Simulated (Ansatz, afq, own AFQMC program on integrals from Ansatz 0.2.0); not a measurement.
**SiGeH₃ (doublet): quantum Monte Carlo beside coupled cluster at scale of all distances = 1.141, cc-pVDZ**

Aim: compute SiGeH₃ (doublet) with auxiliary-field quantum Monte Carlo on the same integrals as coupled cluster, and set the energies side by side.

Computed with Ansatz 0.2.0, Gaussian basis, and an in-house AFQMC program (afq) on its integrals; all values are calculated. Level: cc-pVDZ, frozen cores.

The runs, in order: PBE (unrestricted); r2SCAN (unrestricted); PBE0 (unrestricted); B3LYP (unrestricted); wB97M-V (unrestricted); B2PLYP (unrestricted); CCSD(T) on UHF; Phaseless AFQMC, CISD trial on UHF; Phaseless AFQMC, single-determinant trial on UHF; Free-projection AFQMC, CISD trial on UHF.

**1. The geometry**

The geometry derives from a PBE0/def2-TZVP stationary point (not a proven minimum). All distances are scaled together. No spin-orbit coupling is included. The filled d shell of Ge may be among the frozen orbitals whatever the setting's name suggests.

5 atoms, charge 0, spin multiplicity 2.

Atoms are counted from 1 here; the program's logs count them from 0.

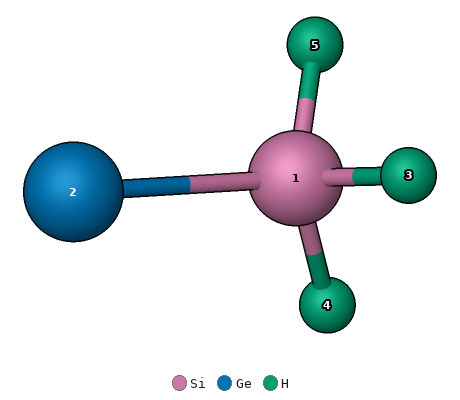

The geometry (silicon pink, germanium blue, hydrogen teal); atoms are numbered from 1 in the order of the file.

**2. PBE (unrestricted)**

Input file in.yaml:

```yaml
crystal:
  periodic: [false, false, false]
  atoms:
    - {symbol: Si, position_ang: [-0.006779, 0.000000, 1.931574]}
    - {symbol: Ge, position_ang: [-0.001673, 0.000000, -0.852737]}
    - {symbol: H, position_ang: [1.667825, -0.000035, 2.277867]}
    - {symbol: H, position_ang: [-0.679163, 1.374082, 2.677552]}
    - {symbol: H, position_ang: [-0.679221, -1.374054, 2.677552]}
basis:
  gaussian: {orbitals: cc-pVDZ}
magnetization: {spin_polarized: true, initial_magnetization: 1}
hamiltonian: {xc: {name: PBE}}
output: {orbitals: {seedname: orbitals}}
```

The run is started by

```sh
> ansatz run in.yaml --threads 1 --pin off --events-out ev --progress --plain --max-ram 1382MiB
```

What it wrote:

```text
Functional definition: PBE
  name "PBE"
  cite "Perdew, Burke & Ernzerhof, Phys. Rev. Lett. 77, 3865 (1996) doi:10.1103/PhysRevLett.77.3865"
  parent pbe
  parameter kappa = 0.804
  parameter beta = 0.06672455060314922
  exchange = pbe_x(kappa = kappa, mu = beta*pi^2/3)
  correlation = pbe_c(beta = beta)
787 factors; their error is unknown
mean field evaluation 1: about -64427.0128 eV, gradient 1.0e1 eV
mean field evaluation 2: about -64417.9415 eV, gradient 3.1e1 eV
mean field evaluation 4: about -64428.1724 eV, gradient 1.7e0 eV
mean field evaluation 8: about -64428.2043 eV, gradient 7.0e-2 eV
mean field evaluation 16: about -64428.1930 eV, gradient 9.8e-5 eV
mean field evaluation 32: about -64428.1930 eV, gradient 5.9e-2 eV
mean field evaluation 64: about -64428.1784 eV, gradient 1.7e-1 eV
mean field -64428.19304141 eV, -2367.6924232742 hartree, gradient 6.6e-6 eV, S^2 0.753768; 11 other end points of the search recorded, 0 dependent functions left out
reference -64428.19307651 eV, -2367.6924245641 hartree; 25, 24 occupied and 35, 36 virtual orbitals, 787 factors
Total energy: -64428.19307651 eV, -2367.6924245641 hartree
```

It took 3.9 s on 1 thread of AMD EPYC 9R45 (Zen 5), shared host.

From the report: ⟨S²⟩ of the determinant 0.754 (pure doublet: 0.75).

**3. r2SCAN (unrestricted)**

in.yaml: that of step 2 with these lines changed.

```diff
@@ -11,3 +11,2 @@
 magnetization: {spin_polarized: true, initial_magnetization: 1}
-hamiltonian: {xc: {name: PBE}}
-output: {orbitals: {seedname: orbitals}}
+hamiltonian: {xc: {name: r2SCAN}}
```

Same command.

What it wrote (excerpt; [...] marks lines left out):

```text
Functional definition: r2SCAN
  name "r2SCAN"
  cite "Furness, Kaplan, Ning, Perdew & Sun, J. Phys. Chem. Lett. 11, 8208 (2020) doi:10.1021/acs.jpclett.0c02405"
  cite "Furness, Kaplan, Ning, Perdew & Sun, J. Phys. Chem. Lett. 11, 9248 (2020) doi:10.1021/acs.jpclett.0c03077"
  parent r2scan
[...]
787 factors; their error is unknown
[...]
mean field -64439.65588659 eV, -2368.1136750647 hartree, gradient 9.7e-6 eV, S^2 0.756315; 8 other end points of the search recorded, 0 dependent functions left out
reference -64439.65589787 eV, -2368.1136754791 hartree; 25, 24 occupied and 35, 36 virtual orbitals, 787 factors
Total energy: -64439.65589787 eV, -2368.1136754791 hartree
```

Run time: 10 s. Hardware: 1 thread of AMD EPYC 9R45 (Zen 5), shared host.

From the report: ⟨S²⟩ of the determinant 0.756 (pure doublet: 0.75).

**4. PBE0 (unrestricted)**

in.yaml: that of step 3 with these lines changed.

```diff
@@ -11,2 +11,3 @@
 magnetization: {spin_polarized: true, initial_magnetization: 1}
-hamiltonian: {xc: {name: r2SCAN}}
+hamiltonian: {xc: {name: PBE0}}
+output: {orbitals: {seedname: orbitals}}
```

Launched as before.

What it wrote (excerpt; [...] marks lines left out):

```text
Functional definition: PBE0
  name "PBE0"
  cite "Adamo & Barone, J. Chem. Phys. 110, 6158 (1999) doi:10.1063/1.478522"
  cite "Perdew, Burke & Ernzerhof, Phys. Rev. Lett. 77, 3865 (1996) doi:10.1103/PhysRevLett.77.3865"
  parent pbe
[...]
646 factors; integrals over basis functions are off by at most 1.1e-3 eV
[...]
mean field -64430.34243151 eV, -2367.7714119034 hartree, gradient 3.0e-6 eV, S^2 0.754993; 3 other end points of the search recorded, 0 dependent functions left out
reference -64430.34245796 eV, -2367.7714128755 hartree; 25, 24 occupied and 35, 36 virtual orbitals, 646 factors
Total energy: -64430.34245796 eV, -2367.7714128755 hartree
```

It took 2.2 s on 1 thread of AMD EPYC 9R45 (Zen 5), shared host.

From the report: ⟨S²⟩ of the determinant 0.755 (pure doublet: 0.75).

**5. B3LYP (unrestricted)**

in.yaml: that of step 4 with these lines changed.

```diff
@@ -11,3 +11,2 @@
 magnetization: {spin_polarized: true, initial_magnetization: 1}
-hamiltonian: {xc: {name: PBE0}}
-output: {orbitals: {seedname: orbitals}}
+hamiltonian: {xc: {name: B3LYP}}
```

Launched as before.

What it wrote (excerpt; [...] marks lines left out):

```text
Functional definition: B3LYP
  name "B3LYP"
  cite "Stephens, Devlin, Chabalowski & Frisch, J. Phys. Chem. 98, 11623 (1994) doi:10.1021/j100096a001"
  cite "Becke, Phys. Rev. A 38, 3098 (1988) doi:10.1103/PhysRevA.38.3098"
  cite "Lee, Yang & Parr, Phys. Rev. B 37, 785 (1988) doi:10.1103/PhysRevB.37.785"
  cite "Vosko, Wilk & Nusair, Can. J. Phys. 58, 1200 (1980) doi:10.1139/p80-159"
[...]
646 factors; integrals over basis functions are off by at most 1.1e-3 eV
[...]
mean field -64442.86575294 eV, -2368.2316354772 hartree, gradient 8.3e-6 eV, S^2 0.753115; 6 other end points of the search recorded, 0 dependent functions left out
reference -64442.86599517 eV, -2368.2316443789 hartree; 25, 24 occupied and 35, 36 virtual orbitals, 646 factors
Total energy: -64442.86599517 eV, -2368.2316443789 hartree
```

Run time: 3.6 s. Hardware: 1 thread of AMD EPYC 9R45 (Zen 5), shared host.

From the report: ⟨S²⟩ of the determinant 0.753 (pure doublet: 0.75).

**6. wB97M-V (unrestricted)**

in.yaml: that of step 5 with these lines changed.

```diff
@@ -11,2 +11,3 @@
 magnetization: {spin_polarized: true, initial_magnetization: 1}
-hamiltonian: {xc: {name: B3LYP}}
+hamiltonian: {xc: {name: wB97M-V}}
+output: {orbitals: {seedname: orbitals}}
```

Launched as before.

What it wrote (excerpt; [...] marks lines left out):

```text
Functional definition: wB97M-V
  name "wB97M-V"
  cite "Mardirossian & Head-Gordon, J. Chem. Phys. 144, 214110 (2016) doi:10.1063/1.4952647"
  cite "Becke, J. Chem. Phys. 107, 8554 (1997) doi:10.1063/1.475007"
  cite "Vydrov & Van Voorhis, J. Chem. Phys. 133, 244103 (2010) doi:10.1063/1.3521275"
  # Of w^i u^j: cxij and so on, Table III.
[...]
  gx(w, u) = 1 - cx + cx01*u + cx10*w
  gss(w, u) = css00 + css04*u^4 + css10*w + css20*w^2 + css43*w^4*u^3
  gos(w, u) = cos00 + cos10*w + (cos20 + cos21*u)*w^2 + (cos60 + cos61*u)*w^6
[...]
      + integral(e_c_pw_mod_opposite_spin*gos(b97_w_opposite, b97_u_opposite)) + vv10(b, c)
646 factors; integrals over basis functions are off by at most 1.1e-3 eV
204 factors; integrals over basis functions are off by at most 9.3e-6 eV
[...]
mean field -64436.76701710 eV, -2368.0075110689 hartree, gradient 7.2e-6 eV, S^2 0.753405; 3 other end points of the search recorded, 0 dependent functions left out
reference -64436.76705539 eV, -2368.0075124761 hartree; 25, 24 occupied and 35, 36 virtual orbitals, 646 factors
Total energy: -64436.76705539 eV, -2368.0075124761 hartree
```

Run time: 9.5 s. Hardware: 1 thread of AMD EPYC 9R45 (Zen 5), shared host; peak memory 0.3 GiB.

From the report: ⟨S²⟩ of the determinant 0.753 (pure doublet: 0.75).

**7. B2PLYP (unrestricted)**

in.yaml: that of step 6 with these lines changed.

```diff
@@ -11,3 +11,3 @@
 magnetization: {spin_polarized: true, initial_magnetization: 1}
-hamiltonian: {xc: {name: wB97M-V}}
-output: {orbitals: {seedname: orbitals}}
+hamiltonian: {xc: {name: B2PLYP}}
+correlation: {electrons: outside_noble_gas}
```

Same command.

What it wrote (excerpt; [...] marks lines left out):

```text
Functional definition: B2PLYP
  name "B2PLYP"
  cite "Grimme, J. Chem. Phys. 124, 034108 (2006) doi:10.1063/1.2148954"
  cite "Becke, Phys. Rev. A 38, 3098 (1988) doi:10.1103/PhysRevA.38.3098"
  cite "Lee, Yang & Parr, Phys. Rev. B 37, 785 (1988) doi:10.1103/PhysRevB.37.785"
[...]
646 factors; integrals over basis functions are off by at most 1.1e-3 eV
[...]
mean field -64424.32915261 eV, -2367.5504279797 hartree, gradient 1.9e-8 eV, S^2 0.755945; 4 other end points of the search recorded, 0 dependent functions left out
19 core orbitals not correlated: weight in the atoms' cores, before any rotation towards them, 1.000 or more for the frozen orbitals, at most 0.000 for the correlated occupied ones
reference -64424.32930762 eV, -2367.5504336763 hartree; 6, 5 occupied and 35, 36 virtual orbitals, 646 factors
second order -5.66522071 eV of doubles, -0.00000000 eV of singles
Total energy: -64425.85891721 eV, -2367.6066457920 hartree
```

It took 3.8 s on 1 thread of AMD EPYC 9R45 (Zen 5), shared host.

From the report: ⟨S²⟩ of the determinant 0.756 (pure doublet: 0.75).

**8. CCSD(T) on UHF**

in.yaml: that of step 7 with these lines changed.

```diff
@@ -11,3 +11,2 @@
 magnetization: {spin_polarized: true, initial_magnetization: 1}
-hamiltonian: {xc: {name: B2PLYP}}
-correlation: {electrons: outside_noble_gas}
+correlation: {method: ccsd_t, electrons: outside_noble_gas, hamiltonian_folder: ham}
```

Same command.

What it wrote (excerpt; [...] marks lines left out):

```text
Functional definition: HF
  name "HF"
  cite "Fock, Z. Phys. 61, 126 (1930) doi:10.1007/BF01340294"
  parent pbe
[...]
646 factors; integrals over basis functions are off by at most 1.1e-3 eV
[...]
mean field -64379.94784073 eV, -2365.9194448509 hartree, gradient 1.5e-6 eV, S^2 0.765785; 16 other end points of the search recorded, 0 dependent functions left out
determinant -64379.94784073 eV, -2365.9194448509 hartree, with singles and doubles -64385.55863265 eV, -2366.1256376506 hartree
determinant -64379.90562063 eV, -2365.9178932906 hartree, with singles and doubles -64385.51442504 eV, -2366.1240130510 hartree
determinant -64378.82813433 eV, -2365.8782963994 hartree, with singles and doubles -64384.00177519 eV, -2366.0684241944 hartree
determinant -64378.62874828 eV, -2365.8709690973 hartree, with singles and doubles -64383.88532130 eV, -2366.0641445927 hartree
[...]
determinant -64377.47477492 eV, -2365.8285613588 hartree, with singles and doubles -64383.07351447 eV, -2366.0343112423 hartree
determinant -64377.36179687 eV, -2365.8244094918 hartree, with singles and doubles -64382.93196613 eV, -2366.0291094366 hartree
determinant -64379.94784073 eV, -2365.9194448509 hartree, with singles and doubles -64385.55856819 eV, -2366.1256352819 hartree
determinant -64379.90562063 eV, -2365.9178932906 hartree, with singles and doubles -64385.51437244 eV, -2366.1240111180 hartree
19 core orbitals not correlated: weight in the atoms' cores, before any rotation towards them, 1.000 or more for the frozen orbitals, at most 0.000 for the correlated occupied ones
reference -64379.94784073 eV, -2365.9194448509 hartree; 6, 5 occupied and 35, 36 virtual orbitals, 646 factors
second order -4.38233988 eV of doubles, -0.00000000 eV of singles
cycle   1  -5.61073140 eV  change   -3.9e-6 eV  update   1.7e-6
perturbative correction -0.16884468 eV, -0.0062049275 hartree
Total energy: -64385.72741681 eV, -2366.1318403543 hartree
```

Wall time 9 s (1 thread of AMD EPYC 9R45 (Zen 5), shared host).

From the report: ⟨S²⟩ of the determinant 0.766 (pure doublet: 0.75); correlation -5.7796 eV; T1 0.016; largest double amplitude 0.10.

This run also writes the integrals to the folder ham.

**9. Phaseless AFQMC, CISD trial on UHF**

It reads the integrals that the CCSD(T) run on this determinant wrote.

The run is started by

```sh
> afq ham --method phaseless --trial cisd --walkers 60 --populations 1 --least-time 40 --time-step 0.005 --steps-per-block 50 --equilibration-blocks 28 --max-blocks 300 --target-error 0.0004 --factor-cut 1e-05 --start spin_pure --seed 5263 --release-times 0.24,0.51,0.99,1.62,2.4 --release-step 0.03 --release-every 4 --taylor-order 6
```

What it wrote:

```text
orbitals 41  electrons 6 5  factors 305 of 646
reference energy -2365.91944485 Eh
CCSD correlation -0.20619020 Eh in 15 cycles, weight of the determinant in the CISD state 0.8510
energy of the start -2366.125270 Eh
 block  time / (1/Eh)  mean weight  energy / Eh
     1     0.250  1.0031  -2366.121650
     2     0.500  0.9993  -2366.122088
     3     0.750  1.0003  -2366.123193
     4     1.000  0.9995  -2366.125411
     5     1.250  1.0012  -2366.126395
     6     1.500  1.0008  -2366.127456
     7     1.750  0.9991  -2366.131135
     8     2.000  1.0009  -2366.131340
     9     2.250  1.0006  -2366.130571
    10     2.500  1.0002  -2366.129227
    17     4.250  0.9981  -2366.135083
    25     6.250  1.0019  -2366.131244
    33     8.250  1.0000  -2366.136897
    41    10.250  1.0011  -2366.139331
    49    12.250  0.9987  -2366.132198
    57    14.250  1.0006  -2366.134521
    65    16.250  1.0005  -2366.128032
    73    18.250  1.0005  -2366.131082
    81    20.250  0.9993  -2366.135763
    89    22.250  0.9964  -2366.130536
    97    24.250  0.9989  -2366.136335
   105    26.250  0.9986  -2366.129503
   113    28.250  0.9996  -2366.131485
   121    30.250  0.9985  -2366.128565
   129    32.250  1.0015  -2366.133454
   137    34.250  0.9995  -2366.128689
   145    36.250  0.9989  -2366.134258
   153    38.250  0.9997  -2366.131597
   161    40.250  1.0007  -2366.133414
   169    42.250  0.9989  -2366.138166
   177    44.250  0.9984  -2366.136395
   185    46.250  1.0024  -2366.143635
   193    48.250  0.9991  -2366.127718
   201    50.250  1.0034  -2366.134437
   209    52.250  0.9988  -2366.133674
   217    54.250  0.9985  -2366.129291
   225    56.250  1.0002  -2366.134668
   233    58.250  1.0022  -2366.135466
   241    60.250  1.0013  -2366.128455
   249    62.250  0.9989  -2366.129274
   257    64.250  1.0005  -2366.135523
   265    66.250  0.9997  -2366.139601
   273    68.250  0.9983  -2366.129778
   281    70.250  0.9994  -2366.127720
   289    72.250  0.9998  -2366.130032
   297    74.250  0.9987  -2366.131408
   305    76.250  1.0001  -2366.135395
   313    78.250  0.9998  -2366.135754
   321    80.250  1.0002  -2366.138750
blocks merged  error / Eh  count
     1  0.000252  300
     2  0.000325  150
     4  0.000404  75
     8  0.000493  37
    16  0.000582  18
    32  0.000717  9
released: time / (1/Eh)  energy / Eh  error  mean overlap
  0.24  -2366.134096  0.000566  1.0011
  0.51  -2366.134113  0.000374  0.9863
  0.99  -2366.134123  0.000415  0.9907
  1.62  -2366.134111  0.000402  0.9855
  2.40  -2366.133747  0.000540  1.0143
energy -2366.133849 +/- 0.000582 Eh
```

It took 4.9 min on 1 thread of AMD EPYC 9R45 (Zen 5), shared host.

Energy -64385.7821 ± 0.0158 eV. Caveats: constraint bias not in the error. The error still grows with block length (0.0134 to 0.0195 eV), so the bar may be too small.

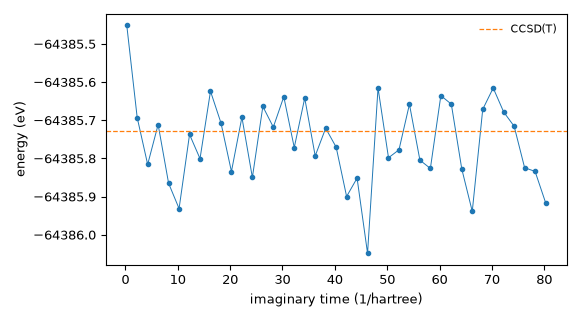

Block energies along the walk.

**10. Phaseless AFQMC, single-determinant trial on UHF**

It reads the integrals that the CCSD(T) run on this determinant wrote.

The run is started by

```sh
> afq ham --method phaseless --trial hf --walkers 120 --populations 1 --least-time 40 --time-step 0.005 --steps-per-block 20 --equilibration-blocks 112 --max-blocks 600 --target-error 0.0012000000000000001 --factor-cut 1e-05 --start spin_pure --seed 7157 --taylor-order 6
```

What it wrote:

```text
orbitals 41  electrons 6 5  factors 305 of 646
reference energy -2365.91944485 Eh
CCSD correlation -0.20619020 Eh in 15 cycles, weight of the determinant in the CISD state 0.8510
energy of the start -2365.919622 Eh
 block  time / (1/Eh)  mean weight  energy / Eh
     1     0.100  1.0004  -2365.949207
     2     0.200  0.9995  -2365.970426
     3     0.300  1.0005  -2365.990384
     4     0.400  1.0012  -2366.008665
     5     0.500  1.0014  -2366.024870
     6     0.600  0.9998  -2366.037060
     7     0.700  1.0001  -2366.050978
     8     0.800  1.0012  -2366.055981
     9     0.900  1.0005  -2366.064592
    10     1.000  1.0013  -2366.075871
    18     1.800  1.0002  -2366.107337
    35     3.500  1.0004  -2366.117857
    52     5.200  1.0001  -2366.126026
    69     6.900  1.0006  -2366.123636
    86     8.600  0.9979  -2366.140909
   103    10.300  1.0009  -2366.136454
   120    12.000  0.9993  -2366.121006
   137    13.700  1.0007  -2366.122448
   154    15.400  0.9991  -2366.134776
   171    17.100  1.0020  -2366.127287
   188    18.800  0.9981  -2366.134216
   205    20.500  0.9999  -2366.112858
   222    22.200  0.9994  -2366.114354
   239    23.900  1.0006  -2366.108744
   256    25.600  0.9993  -2366.143981
   273    27.300  0.9996  -2366.143618
   290    29.000  0.9985  -2366.132615
   307    30.700  1.0004  -2366.137161
   324    32.400  1.0010  -2366.134954
   341    34.100  1.0013  -2366.114782
   358    35.800  1.0009  -2366.177171
   375    37.500  0.9997  -2366.146706
   392    39.200  0.9985  -2366.132865
   409    40.900  0.9995  -2366.138329
   426    42.600  0.9999  -2366.119361
   443    44.300  1.0009  -2366.124172
   460    46.000  1.0001  -2366.126585
   477    47.700  1.0004  -2366.135255
   494    49.400  0.9998  -2366.101473
   511    51.100  1.0012  -2366.143516
   528    52.800  1.0025  -2366.135527
   545    54.500  0.9973  -2366.123733
   562    56.200  0.9987  -2366.115801
   579    57.900  1.0013  -2366.142360
   596    59.600  0.9999  -2366.129217
   613    61.300  0.9992  -2366.120065
   630    63.000  1.0002  -2366.139803
   647    64.700  0.9995  -2366.134099
   664    66.400  0.9997  -2366.124196
   681    68.100  1.0000  -2366.141451
   698    69.800  0.9975  -2366.130389
blocks merged  error / Eh  count
     1  0.000663  600
     2  0.000894  300
     4  0.001170  150
     8  0.001536  75
    16  0.001943  37
    32  0.002131  18
    64  0.002578  9
energy -2366.130892 +/- 0.002131 Eh
```

It took 2.8 min on 1 thread of AMD EPYC 9R45 (Zen 5), shared host.

Energy -64385.7016 ± 0.0580 eV. Caveats: constraint bias not in the error; error above the target. The error still grows with block length (0.0529 to 0.0701 eV), so the bar may be too small.

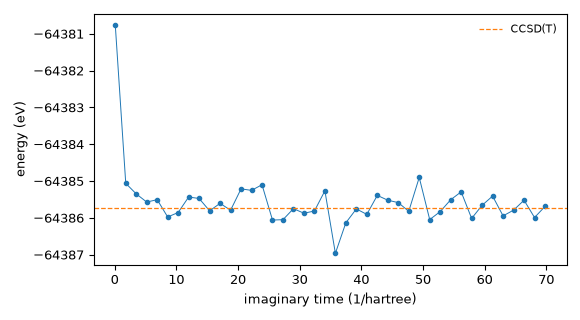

Block energies along the walk.

**11. Free-projection AFQMC, CISD trial on UHF**

It reads the integrals that the CCSD(T) run on this determinant wrote.

The run is started by

```sh
> afq ham --method free --trial cisd --walkers 60 --time-step 0.03 --max-blocks 80 --target-error 0.0004 --factor-cut 1e-05 --seed 6230 --times 0,0.21,0.42,0.81,1.2,1.8,2.4,3 --taylor-order 8
```

What it wrote:

```text
orbitals 41  electrons 6 5  factors 305 of 646
reference energy -2365.91944485 Eh
CCSD correlation -0.20619020 Eh in 15 cycles, weight of the determinant in the CISD state 0.8510
repeat  energy at the last time / Eh  error
    10  -2366.134402  0.001385
    20  -2366.133792  0.000867
    30  -2366.133540  0.000669
    40  -2366.133354  0.000526
    50  -2366.133292  0.000464
    60  -2366.133648  0.000425
    70  -2366.133595  0.000385
time / (1/Eh)  energy / Eh  error  mean overlap
  0.00  -2366.125633  0.000168  1.1753
  0.21  -2366.128117  0.000188  1.1750
  0.42  -2366.129434  0.000192  1.1825
  0.81  -2366.131335  0.000207  1.1710
  1.20  -2366.132285  0.000284  1.1653
  1.80  -2366.133374  0.000303  1.1402
  2.40  -2366.133079  0.000303  1.1463
  3.00  -2366.133653  0.000386  1.1392
energy -2366.133653 +/- 0.000386 Eh
```

Wall time 2.7 min (1 thread of AMD EPYC 9R45 (Zen 5), shared host).

Energy -64385.7767 ± 0.0105 eV. Caveats: remainder of the start not in the error.

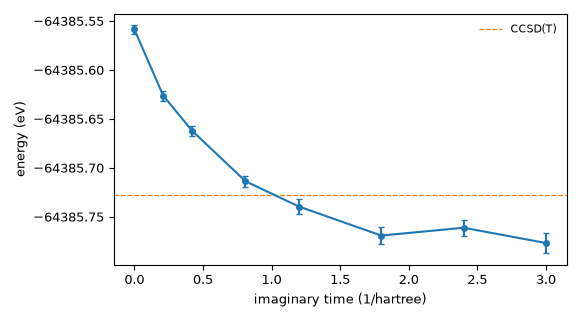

Energy against projection time, with error bars.

**12. All levels side by side**

On the UHF determinant, counted from CCSD(T) (a yardstick, not exact):

```
                                                             level  energy (eV)  from CCSD(T) (meV)  statistical error (meV)     time
                                                                HF  -64379.9478             +5779.6                                  
                                                               MP2  -64384.3302             +1397.2                                  
                                                              CCSD  -64385.5586              +168.8                                  
                                                           CCSD(T)  -64385.7274                 0.0                                  
               Phaseless AFQMC, CISD trial, step 0.005, 60 walkers  -64385.7821               -54.7                     15.8  4.9 min
Phaseless AFQMC, single-determinant trial, step 0.005, 120 walkers  -64385.7016               +25.8                     58.0  2.8 min
          Free-projection AFQMC, CISD trial, step 0.03, 60 walkers  -64385.7767               -49.3                     10.5  2.7 min
```

The functionals' totals stand on their own zeros and serve differences with other points: PBE -64428.193 eV; r2SCAN -64439.656 eV; PBE0 -64430.342 eV; B3LYP -64442.866 eV; wB97M-V -64436.767 eV; B2PLYP -64425.859 eV.

**13. Results**

| quantity | value |
| --- | --- |
| Phaseless AFQMC, CISD trial on UHF from CCSD(T) | -54.7 ± 15.8 meV |
| Phaseless AFQMC, single-determinant trial on UHF from CCSD(T) | +25.8 ± 58.0 meV |
| Free-projection AFQMC, CISD trial on UHF from CCSD(T) | -49.3 ± 10.5 meV |

In words: On UHF the phaseless walk with the CISD trial lies -54.7 meV from CCSD(T), 3 times its error bar. Free projection has no constraint; at the last time it gives -49.3 ± 10.5 meV, and from a start that isn't spin pure other spins can mix in. Error bars are statistical and leave out the constraint, the time step and what remains of the start.
